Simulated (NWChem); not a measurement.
# SiHF3 (SMILES [H][Si](F)(F)F) at 3 levels

Aim: a comparison of 3 runs (HF/STO-3G, HF/3-21G, B3LYP/6-31G*) of SiHF3. 

The results are computed with NWChem 7.3.0.

## 1. Starting point

SiHF3: 5 atoms, total charge 0, spin state singlet. SMILES: `[H][Si](F)(F)F`. The coordinates come from a GFN2-xTB relaxation.

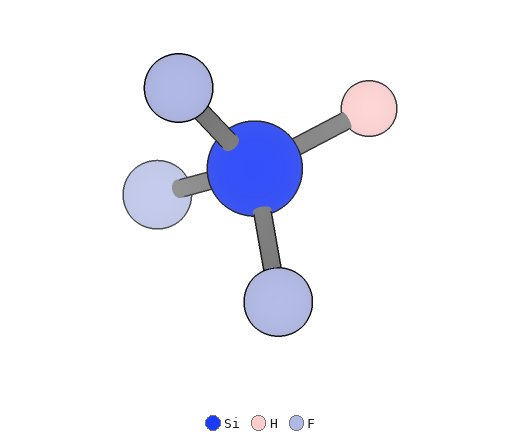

The structure, seen from a chosen angle (silicon blue, hydrogen pink, fluorine light blue).

## 2. Energy and gradient at HF/STO-3G (run 1)

Contents of f3hsi.nw:

```
start f3hsi
memory stack 880 mb heap 220 mb global 1100 mb

geometry units atomic noautosym nocenter noautoz
   Si     0.00064251    -0.00156847     0.16950843
   H      0.02460423    -0.03516780     2.86644997
   F      2.73564313     0.02054132    -1.02882359
   F     -1.38717236     2.38113051    -0.97602465
   F     -1.37371751    -2.36491666    -1.03111016
end

basis spherical bse
   * library STO-3G
end

scf
   thresh 1e-08
   maxiter 80
end

task scf gradient
```

The run is started by

```
$ nwchem f3hsi.nw > f3hsi.out
```

Output:

```text
[...]
  functions       =    25
[...]
  wavefunction    = RHF
[...]
         Total SCF energy =   -580.356989841676
      One-electron energy =  -1191.241597796693
      Two-electron energy =    422.256761399225
 Nuclear repulsion energy =    188.627846555791
        Time for solution =      0.6s
[...]
                         RHF ENERGY GRADIENTS
    atom               coordinates                        gradient
                 x          y          z           x          y          z
   1 Si      0.000643  -0.001568   0.169508   -0.000262   0.000181  -0.005737
   2 H       0.024604  -0.035168   2.866450    0.000256  -0.000138   0.004851
   3 F       2.735643   0.020541  -1.028824   -0.016094  -0.000055   0.000534
   4 F      -1.387172   2.381131  -0.976025    0.008098  -0.014161  -0.000025
   5 F      -1.373718  -2.364917  -1.031110    0.008002   0.014173   0.000377
[...]
```

It took 1.4 s on 1 thread of Intel Xeon Platinum 8375C at 2.90GHz (Ice Lake), shared host; peak memory 0.1 GiB.

## 3. Energy and gradient at HF/3-21G (run 2)

Contents of work.xyz:

```xyz
5
F3HSi gradient
Si     0.000340    -0.000830     0.089700
H      0.013020    -0.018610     1.516860
F      1.447640     0.010870    -0.544430
F     -0.734060     1.260040    -0.516490
F     -0.726940    -1.251460    -0.545640
```

Contents of run.py:

```python
from ase.io import read
from ase.calculators.nwchem import NWChem

mol = read('work.xyz')

calc = NWChem(
    label='work',
    theory='scf',
    memory='2200 mb',
    basis='3-21G',
    basispar='spherical bse',
    scf={'nopen': '0', 'rhf': None, 'thresh': '1e-08', 'maxiter': '80'},
)
mol.calc = calc

forces = mol.get_forces()
e = mol.get_potential_energy()
print(f"E = {e:.6f} eV")
print("forces (eV/A):")
for s, f in zip(mol.symbols, forces):
    print(f"{s:2s} {f[0]:10.5f} {f[1]:10.5f} {f[2]:10.5f}")
print("dipole (e A):", mol.get_dipole_moment().round(4))
```

The run is started by

```
$ export ASE_NWCHEM_COMMAND="nwchem PREFIX.nwi > PREFIX.nwo"
$ python run.py
```

Output:

```text
E = -15915.232174 eV
forces (eV/A):
Si    0.01183   -0.00792    0.23140
H    -0.00653   -0.00149    0.43148
F     1.09498    0.00622   -0.23438
F    -0.55310    0.96226   -0.20127
F    -0.54718   -0.95907   -0.22723
dipole (e A): [ 0.0038 -0.0062  0.5621]
```

The calculator wrote work.nwi:

```
title "work"

permanent_dir work

scratch_dir work

start work

geometry units angstrom nocenter noautosym noautoz
  Si 3.4000000000000002e-04 -8.3000000000000001e-04 8.9700000000000002e-02
  H  1.3020000000000000e-02 -1.8610000000000002e-02 1.5168600000000001e+00
  F  1.4476400000000000e+00 1.0869999999999999e-02 -5.4442999999999997e-01
  F  -7.3406000000000005e-01 1.2600400000000000e+00 -5.1649000000000000e-01
  F  -7.2694000000000003e-01 -1.2514600000000000e+00 -5.4564000000000001e-01
end

memory 2200 mb

basis spherical bse noprint
   * library 3-21G
end

scf
  nopen 0
  rhf
  thresh 1e-08
  maxiter 80
end

task scf gradient
```

work.nwo:

```text
Northwest Computational Chemistry Package (NWChem) 7.3.0
             --------------------------------------------------------

           Job information
           ---------------

    nwchem branch   = 7.3.0
    use scalapack   = T
    input           = work.nwi
    prefix          = work.
    data base       = work/work.db
    status          = startup
    nproc           =        1

           Memory information
           ------------------

[... 5 lines left out ...]
    hardfail = no
[... 126 lines left out ...]
         Quadratically convergent ROHF
[... 15 lines left out ...]
       Final RHF  results
[... 4 lines left out ...]
      Two-electron energy =    417.605244007985
[... 40 lines left out ...]
                       ROHF Final Molecular Orbital Analysis
[... 216 lines left out ...]
                 ----------------------------------------
                 |  Time  |  1-e(secs)   |  2-e(secs)   |
                 ----------------------------------------
                 |  CPU   |       0.00   |       0.16   |
                 ----------------------------------------
                 |  WALL  |       0.00   |       0.16   |
                 ----------------------------------------

 Task  times  cpu:        0.9s     wall:        0.9s
 Total times  cpu:        0.9s     wall:        0.9s
```

It took 1.9 s on 1 thread of Intel Xeon Platinum 8375C at 2.90GHz (Ice Lake), shared host; peak memory 0.099 GiB.

## 4. Energy and forces at B3LYP/6-31G(d) (Cartesian functions) (run 3)

Contents of f3hsi.xyz:

```xyz
5
F3HSi gradient
Si     0.000340    -0.000830     0.089700
H      0.013020    -0.018610     1.516860
F      1.447640     0.010870    -0.544430
F     -0.734060     1.260040    -0.516490
F     -0.726940    -1.251460    -0.545640
```

Contents of run.py:

```python
from ase.io import read
from ase.calculators.nwchem import NWChem

atoms = read('f3hsi.xyz')

calc = NWChem(
    label='f3hsi',
    theory='dft',
    memory='2200 mb',
    basis='6-31G*',
    dft={'xc': 'b3lyp', 'mult': '1', 'grid': 'xfine', 'convergence': 'energy 1e-08', 'iterations': '100', 'mulliken': None},
)
atoms.calc = calc

forces = atoms.get_forces()
e = atoms.get_potential_energy()
print(f"E = {e:.6f} eV")
print("forces (eV/A):")
for s, f in zip(atoms.symbols, forces):
    print(f"{s:2s} {f[0]:10.5f} {f[1]:10.5f} {f[2]:10.5f}")
print("dipole (e A):", atoms.get_dipole_moment().round(4))
```

The run is started by

```
$ export ASE_NWCHEM_COMMAND="nwchem PREFIX.nwi > PREFIX.nwo"
$ python run.py
```

Output:

```text
E = -16049.274131 eV
forces (eV/A):
Si   -0.00257    0.01162   -1.32242
H    -0.00118   -0.00704    0.82085
F     0.61393    0.00010    0.15792
F    -0.30684    0.53844    0.17962
F    -0.30329   -0.54312    0.16404
dipole (e A): [ 0.0025 -0.0041  0.3764]
```

The calculator wrote f3hsi.nwi:

```
title "f3hsi"

permanent_dir f3hsi

scratch_dir f3hsi

start f3hsi

geometry units angstrom nocenter noautosym noautoz
  Si 3.4000000000000002e-04 -8.3000000000000001e-04 8.9700000000000002e-02
  H  1.3020000000000000e-02 -1.8610000000000002e-02 1.5168600000000001e+00
  F  1.4476400000000000e+00 1.0869999999999999e-02 -5.4442999999999997e-01
  F  -7.3406000000000005e-01 1.2600400000000000e+00 -5.1649000000000000e-01
  F  -7.2694000000000003e-01 -1.2514600000000000e+00 -5.4564000000000001e-01
end

memory 2200 mb

basis noprint
   * library 6-31G*
end

dft
  xc b3lyp
  mult 1
  grid xfine
  convergence energy 1e-08
  iterations 100
  mulliken
end

task dft gradient
```

f3hsi.nwo:

```text
Northwest Computational Chemistry Package (NWChem) 7.3.0
             --------------------------------------------------------

           Job information
           ---------------

    nwchem branch   = 7.3.0
    use scalapack   = T
    input           = f3hsi.nwi
    prefix          = f3hsi.
    data base       = f3hsi/f3hsi.db
    status          = startup
    nproc           =        1

           Memory information
           ------------------

[... 5 lines left out ...]
    hardfail = no
[... 97 lines left out ...]
  convergence criterion.
[... 42 lines left out ...]
          Spatial weights used:  Erf1
[... 32 lines left out ...]
 1-e energy   =   -1193.993817
[... 39 lines left out ...]
           Coulomb energy =      470.152927949826
[... 530 lines left out ...]
          Convergence on density requested:  1.00D-05
[... 28 lines left out ...]
          total energy or number of iterations.
[... 36 lines left out ...]
                 ----------------------------------------
                 |  Time  |  1-e(secs)   |  2-e(secs)   |
                 ----------------------------------------
                 |  CPU   |       0.00   |       1.25   |
                 ----------------------------------------
                 |  WALL  |       0.00   |       1.25   |
                 ----------------------------------------

 Task  times  cpu:       12.4s     wall:       12.4s
 Total times  cpu:       12.5s     wall:       12.5s
```

It took 14 s on 1 thread of Intel Xeon Platinum 8375C at 2.90GHz (Ice Lake), shared host; peak memory 0.13 GiB.

## 5. All runs side by side

| run | level | Cartesian functions | iteration cap | energy (Eh) | dipole moment (D) | HOMO energy (eV) | LUMO energy (eV) | wall time |
| --- | --- | --- | --- | --- | --- | --- | --- | --- |
| 1 | HF/STO-3G | no | 80 | -580.356990 | 1.61 | -11.08 | 12.73 | 1.4 s |
| 2 | HF/3-21G | no | 80 | -584.873999 | 2.70 | -15.69 | 5.45 | 1.9 s |
| 3 | B3LYP/6-31G* (Cartesian functions) | yes | 100 | -589.799951 | 1.81 | -11.04 | 1.18 | 14 s |

## 6. Outcome

| quantity | value |
| --- | --- |
| run 3: total energy | -589.79995 Eh |
| run 3: dipole moment | 1.81 D |
| run 3: HOMO energy | -11.04 eV |
| run 3: LUMO energy | 1.18 eV |
| run 3: HOMO–LUMO gap | 12.22 eV |
| run 3: largest force on an atom | 1.322 eV/Å |

**Reading.** The dipole moment (its size) runs from 1.61 D (HF/STO-3G) to 2.70 D (HF/3-21G). The HOMO–LUMO gap runs from 12.22 eV (B3LYP/6-31G*) to 23.81 eV (HF/STO-3G). The two ends differ in method and basis. In run 1 the basis is minimal, so the values are rough. All runs together took 17 s, the longest 14 s.
